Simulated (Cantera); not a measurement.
Input: 1 mol Ti, 0.12 mol CO2, 35 mol H2, at 17.0 bar.

Cantera equilibrium calculation (NASA polynomials, part measured and part estimated; ideal gas, pure solids and liquids). Candidate condensed phases: C, C6H6, C7H8, C8H18, H2O, Ti, TiC, TiO, TiO2, Ti2O3, Ti3O5, Ti4O7; 113 gas species. Mutual solubility and eutectic melting of coexisting phases are not modelled. TiC, TiO: taken at fixed stoichiometry. Condensed phases not in the tables: solid solutions among these carbides, nitrides and lower oxides, N, O or C dissolved in the metal. The numbers say what is thermodynamically allowed, not how fast it happens.

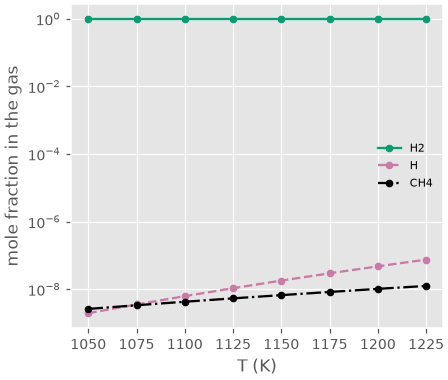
Figure. Equilibrium gas composition (values under 1e-9 drawn at 1e-9)

From 1050 K to 1150 K the condensed part is Ti(α) + TiC(s) + TiO(s). From 1175 K to 1225 K the condensed part is Ti(β) + TiC(s) + TiO(s).
